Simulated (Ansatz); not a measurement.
# Resistivity from frozen vibrations: Al(111) with 4 thermally displaced layers, 2x2, part 2 of 2

Wanted: the phonon-limited resistivity of Al at 900 K by the Landauer route.

Ansatz 0.2.0; Ansatz plane-wave DFT, PBE, PAW files; ballistic transport by layer matching (Landauer), zero bias; PAW set soft_1.

So far. Step 2 (With 4 displaced layers): Over the solved energies the transmission per spin lies between 4.43 and 4.64, out of 5.43 channels of the lead on average (up to 5.59).

### Step 3. With 8 displaced layers

System of this step: Al(111) with 8 thermally displaced layers, 2x2. The cell holds 56 atoms: 56 Al. Cell: a = 5.725 Å, b = 5.725 Å, c = 32.761 Å, α = 87.5°, β = 92.5°, γ = 120.0°. It derives from Al. Regions: lead, 24 atoms (24 Al); scattering region, 32 atoms (32 Al). The structure is stacked along c, and the current runs across the ab planes.

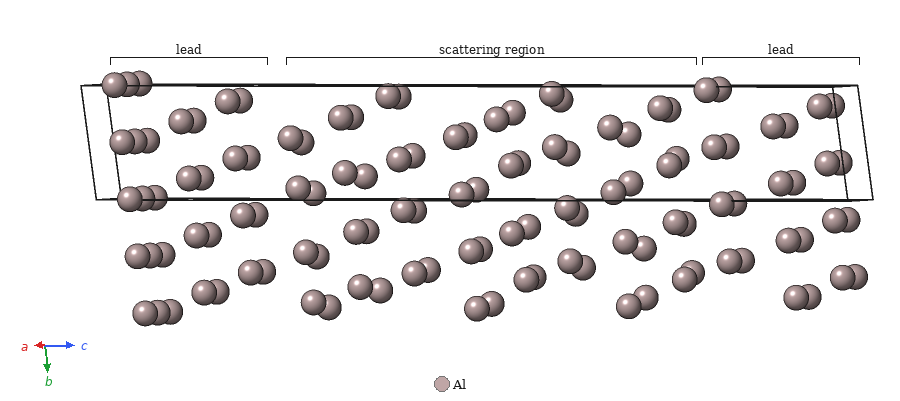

The cell of this step (aluminium light grey). 1×2×1 cells are drawn. Some periodic images of atoms are drawn too.

File input.yaml:

```yaml
crystal:
  lattice:
    - [5.7246940741, 0.0, 0.0]
    - [-2.862347037, 4.957730497, 0.0]
    - [-1.4311735185, 0.8262884162, 32.7193519684]
  atoms:
    - { symbol: Al, position: [0.005952381, 0.994047619, 0.0357142857] }
    - { symbol: Al, position: [0.005952381, 0.494047619, 0.0357142857] }
    - { symbol: Al, position: [0.505952381, 0.994047619, 0.0357142857] }
    - { symbol: Al, position: [0.505952381, 0.494047619, 0.0357142857] }
    - { symbol: Al, position: [0.1845238095, 0.3154761905, 0.1071428571] }
    - { symbol: Al, position: [0.1845238095, 0.8154761905, 0.1071428571] }
    - { symbol: Al, position: [0.6845238095, 0.3154761905, 0.1071428571] }
    - { symbol: Al, position: [0.6845238095, 0.8154761905, 0.1071428571] }
    - { symbol: Al, position: [0.3630952381, 0.1369047619, 0.1785714286] }
    - { symbol: Al, position: [0.3630952381, 0.6369047619, 0.1785714286] }
    - { symbol: Al, position: [0.8630952381, 0.1369047619, 0.1785714286] }
    - { symbol: Al, position: [0.8630952381, 0.6369047619, 0.1785714286] }
    - { symbol: Al, position: [0.0404389376, 0.9520586842, 0.2486640961] }
    - { symbol: Al, position: [0.1023318979, 0.5062403801, 0.2439330837] }
    - { symbol: Al, position: [0.5461701763, 0.9021910041, 0.2463343941] }
    - { symbol: Al, position: [0.5376769958, 0.4628626032, 0.2447726001] }
    - { symbol: Al, position: [0.2003156069, 0.2828634585, 0.3179678686] }
    - { symbol: Al, position: [0.2136955964, 0.8009318265, 0.3260785628] }
    - { symbol: Al, position: [0.7188084466, 0.2803775965, 0.321330762] }
    - { symbol: Al, position: [0.6979888814, 0.7637811804, 0.3162494426] }
    - { symbol: Al, position: [0.4158041965, 0.0985328048, 0.3921712165] }
    - { symbol: Al, position: [0.4144514141, 0.6174874677, 0.3999491777] }
    - { symbol: Al, position: [0.8845668247, 0.0878101087, 0.393858156] }
    - { symbol: Al, position: [0.8964175996, 0.6423304479, 0.3974797996] }
    - { symbol: Al, position: [0.0958201189, 0.9180640748, 0.4679767876] }
    - { symbol: Al, position: [0.1153374485, 0.4393174898, 0.462888389] }
    - { symbol: Al, position: [0.5446163813, 0.9541032638, 0.4625227253] }
    - { symbol: Al, position: [0.5682763218, 0.4516716667, 0.465973445] }
    - { symbol: Al, position: [0.2136256993, 0.2410094103, 0.5343706047] }
    - { symbol: Al, position: [0.2527353699, 0.6819481263, 0.5337900465] }
    - { symbol: Al, position: [0.7744751084, 0.2916835254, 0.5303073525] }
    - { symbol: Al, position: [0.649503653, 0.698242641, 0.5370272024] }
    - { symbol: Al, position: [0.4864996537, 0.1222409101, 0.6091438261] }
    - { symbol: Al, position: [0.4261937828, 0.5946147949, 0.6070876706] }
    - { symbol: Al, position: [0.9301408261, 0.0649941412, 0.6135039538] }
    - { symbol: Al, position: [0.8918925758, 0.5318061215, 0.6068108616] }
    - { symbol: Al, position: [0.0970518008, 0.8608102177, 0.6741822767] }
    - { symbol: Al, position: [0.1464931928, 0.4303763799, 0.6821297962] }
    - { symbol: Al, position: [0.6514975403, 0.9295920657, 0.6686349718] }
    - { symbol: Al, position: [0.557402819, 0.3646649333, 0.6726069218] }
    - { symbol: Al, position: [0.2635269367, 0.2117031401, 0.7435899261] }
    - { symbol: Al, position: [0.2445579726, 0.6418474761, 0.7451391317] }
    - { symbol: Al, position: [0.8213766675, 0.1901822174, 0.7516176976] }
    - { symbol: Al, position: [0.8042636187, 0.6916826561, 0.7528900699] }
    - { symbol: Al, position: [0.4702380952, 0.0297619048, 0.8214285714] }
    - { symbol: Al, position: [0.4702380952, 0.5297619048, 0.8214285714] }
    - { symbol: Al, position: [0.9702380952, 0.0297619048, 0.8214285714] }
    - { symbol: Al, position: [0.9702380952, 0.5297619048, 0.8214285714] }
    - { symbol: Al, position: [0.1488095238, 0.8511904762, 0.8928571429] }
    - { symbol: Al, position: [0.1488095238, 0.3511904762, 0.8928571429] }
    - { symbol: Al, position: [0.6488095238, 0.8511904762, 0.8928571429] }
    - { symbol: Al, position: [0.6488095238, 0.3511904762, 0.8928571429] }
    - { symbol: Al, position: [0.3273809524, 0.1726190476, 0.9642857143] }
    - { symbol: Al, position: [0.3273809524, 0.6726190476, 0.9642857143] }
    - { symbol: Al, position: [0.8273809524, 0.1726190476, 0.9642857143] }
    - { symbol: Al, position: [0.8273809524, 0.6726190476, 0.9642857143] }
kpoints:
  mp_grid: { grid: [5, 5, 1] }
hamiltonian:
  xc: pbe
  pseudopotentials: { kind: paw, azcp: { folder: soft_1 } }
scf:
  occupations: { method: fermi_dirac, width: 0.1 }
output:
  transmission:
    leads: [[0, 4]]
    kmesh: [10, 10]
    e_range: [-0.05, 0.05]
    de: 0.05
  write_potential: true
  write_density: true
  volumetric_format: npy
```

Launch:

```bash
$ ansatz run input.yaml --threads 4 --pin off --max-ram 15360MiB --backend cpu --events-out ev --progress --plain --runs-dir out
```

Numbers of over 12 decimals in the logs are rounded to 6 here.

What it wrote:

```text
[...]
Crystal: 56 atoms, lattice volume = 928.624 Å³
Basis set: ecut = 420 eV, 18271 PW (Γ)
Bands: 140, of which v1, the nominal top of the filled ones, is band 84 counted from 1 (83 counted from 0)
Symmetry: 1 space group operations
[...]
k-points: 13 of 25 (time reversal used)
[...]
SCF iter   1: F=—  HF=-30097.238210 eV  |F-HF|=—  |Δ(HF+E_count)|=         —  Δρ=2.68e-2  dr2=2.00e1  ethr=3.10e-3  ⟨swp⟩=6.9  Hψ=9030  notcnv=0  defer=36
[...]
SCF iter   8: F=-30093.403754 eV  HF=-30093.403754 eV  |F-HF|=1.30e-8  |Δ(HF+E_count)|=   9.10e-9  Δρ=7.91e-7  dr2=1.75e-8  ethr=5.95e-11  ⟨swp⟩=13.2  Hψ=7262  notcnv=0
SCF 1 converged in 8 iterations: F = -30093.403754 eV  dr2 = 1.75e-8
[...]
transmission: 222 of 2132 steps passed
transmission: 432 of 2132 steps passed
[...]
transmission: 2132 of 2132 steps passed
SCF converged after 8 iterations
Free energy (F): -30093.403754 eV
[...]
Internal energy: -30092.533312 eV  (E = F + TS)
E sigma→0 (E₀):  -30092.968533 eV
Entropy (-TS):   -0.870442 eV (-15.544 meV/atom)
Fermi energy:    7.904048 eV
[...]
--- Band table (eV; the first three rows and the last of 13) ---
  k-point 0: bands = [... 80 lower, 6.5625, 6.6191, 6.6373, 6.9083, 6.9815, 7.1011, 7.1382, 7.1694, ... 52 higher]
  k-point 1: bands = [... 80 lower, 6.9485, 7.0432, 7.0988, 7.1529, 7.2293, 7.5185, 7.5558, 7.6090, ... 52 higher]
  k-point 2: bands = [... 80 lower, 7.9617, 7.9760, 8.0047, 8.0601, 8.1202, 8.1486, 8.2105, 8.2437, ... 52 higher]
  k-point 12: bands = [... 80 lower, 7.6953, 7.7594, 7.8772, 7.9155, 7.9376, 7.9811, 8.0029, 8.0343, ... 52 higher]
--- Transmission ---
  basis      : 253 plane waves across, 41 finite elements along
  points     : 52, standing for a mesh of 10 x 10
[...]
channels       : 5.530000e0 a spin
[...]
junction   : crystal 0 to crystal 0, 0.70 to 31.08 Å
    transmission   : 4.109576e0 a spin
[...]
```

It took 11 min on 4 threads of Arm Neoverse V1, shared host; peak memory 3.1 GiB; 37 min of CPU time.

Numbers from this step:

* free energy: -30093.4038 eV
* energy at zero smearing: -30092.9685 eV
* Fermi energy: 7.904 eV
* transmission at the energy nearest the Fermi level, one spin: 4.110
* channels at the energy nearest the Fermi level, one spin: 5.53
* step of the lead's Hamiltonian: 13 meV

Per spin. Transmission, zone mean against energy, zero at the Fermi level:

```
energy (eV)  transmission, zone mean
    -0.0500                     3.94
     0.0000                     4.11
     0.0500                     4.12
```

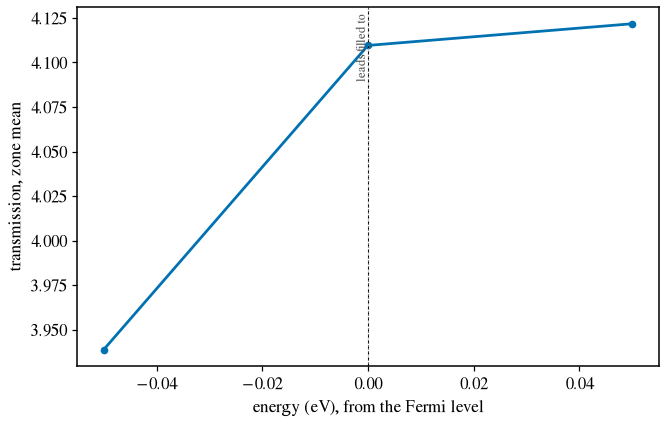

Transmission, zone mean against energy.

Over the solved energies the transmission per spin lies between 3.94 and 4.12, out of 5.47 channels of the lead on average (up to 5.59).

### Step 4. With 12 displaced layers

System of this step: Al(111) with 12 thermally displaced layers, 2x2. The cell holds 72 atoms: 72 Al. Its edges and angles: a = 5.725 Å, b = 5.725 Å, c = 42.068 Å, α = 90.0°, β = 90.0°, γ = 120.0°. It derives from Al. Regions: lead, 24 atoms (24 Al); scattering region, 48 atoms (48 Al). The structure is stacked along c, and the current runs across the ab planes.

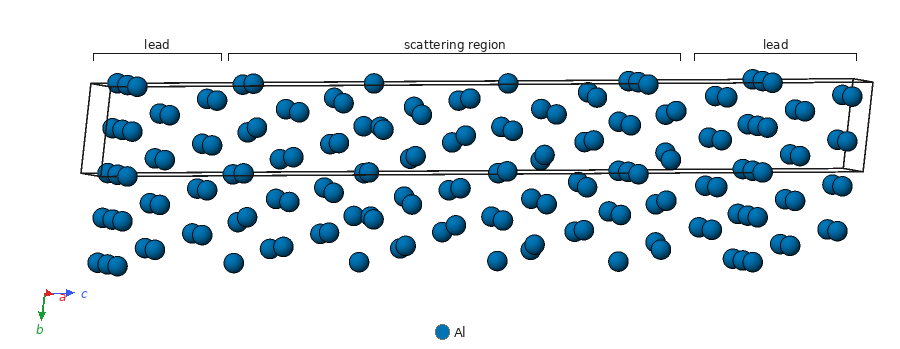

The cell of this step (aluminium blue). 1×2×1 cells are drawn. Some periodic images of atoms are drawn too.

File input.yaml:

```yaml
crystal:
  lattice:
    - [5.7246940741, 0.0, 0.0]
    - [-2.862347037, 4.957730497, 0.0]
    - [0.0, 0.0, 42.0677382451]
  atoms:
    - { symbol: Al, position: [0.0, 0.0, 0.0277777778] }
    - { symbol: Al, position: [0.0, 0.5, 0.0277777778] }
    - { symbol: Al, position: [0.5, 0.0, 0.0277777778] }
    - { symbol: Al, position: [0.5, 0.5, 0.0277777778] }
    - { symbol: Al, position: [0.1666666667, 0.3333333333, 0.0833333333] }
    - { symbol: Al, position: [0.1666666667, 0.8333333333, 0.0833333333] }
    - { symbol: Al, position: [0.6666666667, 0.3333333333, 0.0833333333] }
    - { symbol: Al, position: [0.6666666667, 0.8333333333, 0.0833333333] }
    - { symbol: Al, position: [0.3333333333, 0.1666666667, 0.1388888889] }
    - { symbol: Al, position: [0.3333333333, 0.6666666667, 0.1388888889] }
    - { symbol: Al, position: [0.8333333333, 0.1666666667, 0.1388888889] }
    - { symbol: Al, position: [0.8333333333, 0.6666666667, 0.1388888889] }
    - { symbol: Al, position: [0.0176048429, 0.0229706453, 0.1919774204] }
    - { symbol: Al, position: [0.9420868402, 0.4663341288, 0.1922908139] }
    - { symbol: Al, position: [0.5119195736, 0.9932706133, 0.1928963987] }
    - { symbol: Al, position: [0.5129861833, 0.5362230236, 0.1922105314] }
    - { symbol: Al, position: [0.1895599093, 0.2928997375, 0.2477011218] }
    - { symbol: Al, position: [0.1995831339, 0.8503891533, 0.2466791711] }
    - { symbol: Al, position: [0.6518814062, 0.3099831011, 0.2533034078] }
    - { symbol: Al, position: [0.6703185723, 0.8098454374, 0.2515417459] }
    - { symbol: Al, position: [0.3216762925, 0.1642979287, 0.3058063709] }
    - { symbol: Al, position: [0.3242435273, 0.6806652597, 0.3073422329] }
    - { symbol: Al, position: [0.8636747634, 0.2030505179, 0.3045007384] }
    - { symbol: Al, position: [0.7829810962, 0.6505579545, 0.3063347556] }
    - { symbol: Al, position: [0.0101573437, 0.0190604226, 0.3642413816] }
    - { symbol: Al, position: [0.994828155, 0.4963647054, 0.357278293] }
    - { symbol: Al, position: [0.5251218951, 0.9913066414, 0.3569060376] }
    - { symbol: Al, position: [0.461382365, 0.4863387345, 0.3671487015] }
    - { symbol: Al, position: [0.1608046036, 0.2775361533, 0.4161868327] }
    - { symbol: Al, position: [0.1845145475, 0.8539704409, 0.418000662] }
    - { symbol: Al, position: [0.6551730233, 0.3468997602, 0.4145156214] }
    - { symbol: Al, position: [0.5910791762, 0.8099852832, 0.4140039486] }
    - { symbol: Al, position: [0.3779261343, 0.2014486111, 0.4681647629] }
    - { symbol: Al, position: [0.33977843, 0.66963548, 0.4666488974] }
    - { symbol: Al, position: [0.7732408338, 0.1636112247, 0.4727518556] }
    - { symbol: Al, position: [0.7717167678, 0.5773681581, 0.4721077743] }
    - { symbol: Al, position: [0.968847812, 0.9707053553, 0.5265193816] }
    - { symbol: Al, position: [0.9770282939, 0.5184397088, 0.5278189388] }
    - { symbol: Al, position: [0.4886838184, 0.0092841231, 0.5276531744] }
    - { symbol: Al, position: [0.4543199639, 0.4952521948, 0.526003234] }
    - { symbol: Al, position: [0.106275293, 0.3118568136, 0.5849882572] }
    - { symbol: Al, position: [0.1721755873, 0.8796928299, 0.589925297] }
    - { symbol: Al, position: [0.6670426244, 0.3515619699, 0.5910682096] }
    - { symbol: Al, position: [0.6424054149, 0.8037241127, 0.581693968] }
    - { symbol: Al, position: [0.2719150389, 0.1222281472, 0.6396988124] }
    - { symbol: Al, position: [0.3255041121, 0.6747837931, 0.6407846098] }
    - { symbol: Al, position: [0.8083292007, 0.1602619312, 0.6378435308] }
    - { symbol: Al, position: [0.8004846783, 0.6391160739, 0.6401137608] }
    - { symbol: Al, position: [0.0014718502, 0.0109446305, 0.6983297225] }
    - { symbol: Al, position: [0.0106159713, 0.4633717713, 0.6911223952] }
    - { symbol: Al, position: [0.4947266823, 0.0040722729, 0.6980869736] }
    - { symbol: Al, position: [0.465359959, 0.4856112385, 0.6954033625] }
    - { symbol: Al, position: [0.2244336067, 0.3787615891, 0.7460951028] }
    - { symbol: Al, position: [0.1473158445, 0.8067282185, 0.7532896582] }
    - { symbol: Al, position: [0.6735218654, 0.3215484934, 0.7476273243] }
    - { symbol: Al, position: [0.691224167, 0.8656215744, 0.7470210134] }
    - { symbol: Al, position: [0.3259615546, 0.1703877177, 0.8056254722] }
    - { symbol: Al, position: [0.326509155, 0.6337433088, 0.8032462261] }
    - { symbol: Al, position: [0.7743466583, 0.1685023831, 0.8097095818] }
    - { symbol: Al, position: [0.7642477556, 0.6458566161, 0.8090433553] }
    - { symbol: Al, position: [0.0, 0.0, 0.8611111111] }
    - { symbol: Al, position: [0.0, 0.5, 0.8611111111] }
    - { symbol: Al, position: [0.5, 0.0, 0.8611111111] }
    - { symbol: Al, position: [0.5, 0.5, 0.8611111111] }
    - { symbol: Al, position: [0.1666666667, 0.3333333333, 0.9166666667] }
    - { symbol: Al, position: [0.1666666667, 0.8333333333, 0.9166666667] }
    - { symbol: Al, position: [0.6666666667, 0.3333333333, 0.9166666667] }
    - { symbol: Al, position: [0.6666666667, 0.8333333333, 0.9166666667] }
    - { symbol: Al, position: [0.3333333333, 0.1666666667, 0.9722222222] }
    - { symbol: Al, position: [0.3333333333, 0.6666666667, 0.9722222222] }
    - { symbol: Al, position: [0.8333333333, 0.1666666667, 0.9722222222] }
    - { symbol: Al, position: [0.8333333333, 0.6666666667, 0.9722222222] }
kpoints:
  mp_grid: { grid: [5, 5, 1] }
hamiltonian:
  xc: pbe
  pseudopotentials: { kind: paw, azcp: { folder: soft_1 } }
scf:
  occupations: { method: fermi_dirac, width: 0.1 }
output:
  transmission:
    leads: [[0, 4]]
    kmesh: [10, 10]
    e_range: [-0.05, 0.05]
    de: 0.05
  write_potential: true
  write_density: true
  volumetric_format: npy
```

What it wrote:

```text
[...]
Crystal: 72 atoms, lattice volume = 1193.945 Å³
Basis set: ecut = 420 eV, 23469 PW (Γ)
Bands: 180, of which v1, the nominal top of the filled ones, is band 108 counted from 1 (107 counted from 0)
Symmetry: 1 space group operations
[...]
k-points: 13 of 25 (time reversal used)
[...]
SCF iter   1: F=—  HF=-38697.612440 eV  |F-HF|=—  |Δ(HF+E_count)|=         —  Δρ=2.58e-2  dr2=1.91e1  ethr=3.10e-3  ⟨swp⟩=6.3  Hψ=11364  notcnv=0  defer=98
[...]
SCF iter   8: F=-38693.371741 eV  HF=-38693.371741 eV  |F-HF|=1.59e-8  |Δ(HF+E_count)|=   1.96e-9  Δρ=7.78e-7  dr2=2.17e-8  ethr=4.63e-11  ⟨swp⟩=13.7  Hψ=10121  notcnv=0
SCF 1 converged in 8 iterations: F = -38693.371741 eV  dr2 = 2.17e-8
[...]
transmission: 273 of 2704 steps passed
transmission: 549 of 2704 steps passed
[...]
transmission: 2704 of 2704 steps passed
SCF converged after 8 iterations
Free energy (F): -38693.371741 eV
[...]
Internal energy: -38692.235241 eV  (E = F + TS)
E sigma→0 (E₀):  -38692.803491 eV
Entropy (-TS):   -1.136500 eV (-15.785 meV/atom)
Fermi energy:    7.913788 eV
[...]
--- Band table (eV; the first three rows and the last of 13) ---
  k-point 0: bands = [... 104 lower, 6.5254, 6.6423, 6.6746, 6.8228, 6.8565, 6.9008, 6.9314, 6.9555, ... 68 higher]
  k-point 1: bands = [... 104 lower, 6.9219, 7.0252, 7.0918, 7.1523, 7.1899, 7.2173, 7.2772, 7.4583, ... 68 higher]
  k-point 2: bands = [... 104 lower, 7.9407, 7.9641, 7.9971, 8.0517, 8.0629, 8.0926, 8.1290, 8.1552, ... 68 higher]
  k-point 12: bands = [... 104 lower, 7.7124, 7.8075, 7.8488, 7.9050, 7.9251, 7.9858, 8.0012, 8.0390, ... 68 higher]
--- Transmission ---
  basis      : 253 plane waves across, 52 finite elements along
  points     : 52, standing for a mesh of 10 x 10
[...]
channels       : 5.590000e0 a spin
[...]
junction   : crystal 0 to crystal 0, 0.70 to 40.43 Å
    transmission   : 3.972005e0 a spin
[...]
```

The job ended after 16 min (4 threads; peak memory 4.8 GiB; 52 min of CPU time).

Numbers from this step:

```
free energy                                                  : -38693.3717 eV
energy at zero smearing                                      : -38692.8035 eV
Fermi energy                                                 : 7.914 eV
transmission at the energy nearest the Fermi level, one spin : 3.972
channels at the energy nearest the Fermi level, one spin     : 5.59
step of the lead's Hamiltonian                               : 5.9 meV
```

Per spin. Table of transmission, zone mean by energy, zero at the Fermi level:

```
energy (eV)  transmission, zone mean
    -0.0500                     3.85
     0.0000                     3.97
     0.0500                     3.95
```

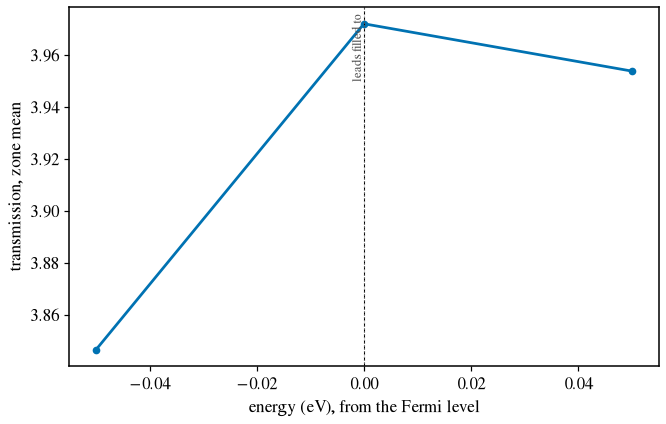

Transmission, zone mean against energy.

Over the solved energies the transmission per spin lies between 3.85 and 3.97, out of 5.46 channels of the lead on average (up to 5.59).

### Step 5. The fit

This step: Ansatz plane-wave DFT, PBE, PAW files; ballistic transport by layer matching (Landauer), zero bias; resistivity from the slope of the area resistance; PAW set soft_1 (Ansatz 0.2.0).

This step gave:

* resistivity: 6.982 µΩ cm
* intercept: 0.07904 fΩ m²
* scatter about the fit: 0.01677 fΩ m²

Resistance, by row:

```
run  length (Å)      T  channels N  RA (fΩ m²)
 n4       9.348  4.539        5.43      0.1325
 n8        18.7  4.057        5.47      0.2333
n12       28.05  3.924       5.463       0.263
```

The area resistance by length of the displaced region:

```
length of the displaced region (Å)  area resistance (fΩ m²)
                              9.35                    0.132
                             18.70                    0.233
                             28.05                    0.263
```

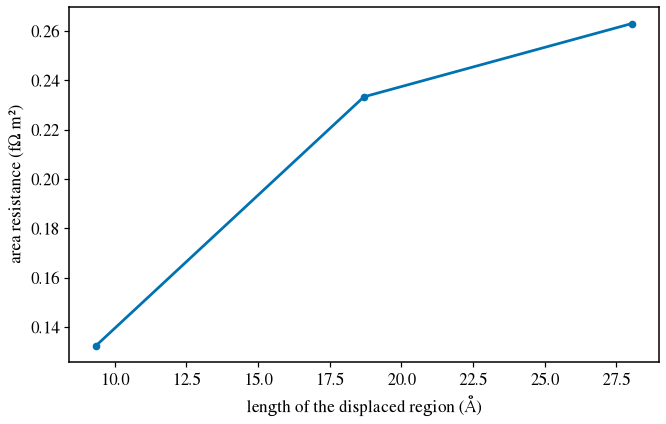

Area resistance against length of the displaced region.

The area resistance goes from 0.13 to 0.26 fΩ m² between 9.3 and 28.0 Å, a slope of 7.0 µΩ cm.

By hand from the end points: (0.2630 − 0.1325) fΩ m² / (28.05 − 9.35) Å = 7.0 µΩ cm, since 1 fΩ m² per Å is 1000 µΩ cm.

### Step 6. What came out

- resistivity from the slope: 6.98 µΩ cm
- area resistance over 9.35 Å: 0.132 fΩ m²
- area resistance over 18.7 Å: 0.233 fΩ m²
- area resistance over 28.0 Å: 0.263 fΩ m²

What this shows: The slope gives 7.0 µΩ cm. The points scatter by 0.017 fΩ m² about the line, with one random draw a length in a 2x2 cell, so the slope is a rough value. The mean square of the displacements drawn is 0.94, 0.88 and 0.76 of the nominal one at the three lengths; with each resistance scaled back by that, the slope is 11 µΩ cm, the value used below. Read with a model of isotropic scattering on a spherical Fermi surface and the lead's 1.5×10¹⁵ S/m², this slope means a mean free path near 49 Å; over these lengths the model's slope is 1.07 times its bulk resistivity, which would be 10 µΩ cm. Uncorrelated displacements put too much weight on short waves, which scatter strongly; with the sideways repeat of a small cell, one draw and three short lengths, the method is good to a factor of two or three.

[Logs are printed without paths, hosts, clocks, repeated set-up lines and the standing remarks that a program may print on its own settings, such as how far it seeks lower states.]

[Hosts, paths, dates, database ids (printed as entryN), source tags and the programs' standing remarks are cut or masked in the printed files.]
